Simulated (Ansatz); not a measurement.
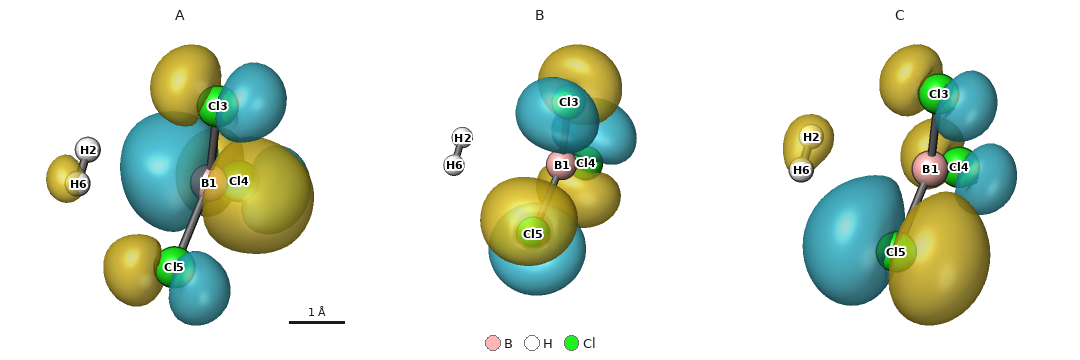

Figure. BCl$_{3}$···H$_{2}$. Three frontier orbitals at ±0.1 Å⁻³ᐟ² (yellow and cyan are the two phases), in no order.

Not at a stationary point (largest force 1.8 eV/Å).

The calculation used Ansatz 0.2.0, RKS B3LYP-D4/def2-SVP.

```tsv
atom	x (Å)	y (Å)	z (Å)
B	0.0255	-0.6321	-0.4309
H	0.0014	0.2152	1.8129
Cl	1.5245	0.1770	-0.7973
Cl	-1.5058	0.1229	-0.7821
Cl	0.0587	-2.3316	0.2135
H	0.0246	-0.4751	2.0036
```

Question: Order the three orbitals by energy and name them.

Answer: C is the HOMO−1 (−9.15 eV). It lies mainly on Cl5 (about 75 %), Cl3 (about 10 %) and Cl4 (about 10 %); largely a lone pair of Cl5. B is the HOMO (−8.54 eV). Its weight (Hirshfeld) is mainly on Cl5 (about 45 %), Cl3 (about 25 %) and Cl4 (about 25 %); largely a combination of lone pairs on Cl5, Cl3 and Cl4. A is the LUMO (−1.51 eV). It lies mainly on B1 (about 50 %), Cl3 (about 15 %), Cl4 (about 15 %) and Cl5 (about 15 %).

Question: What is the HOMO–LUMO gap?

Answer: 7.03 eV between the orbital energies.
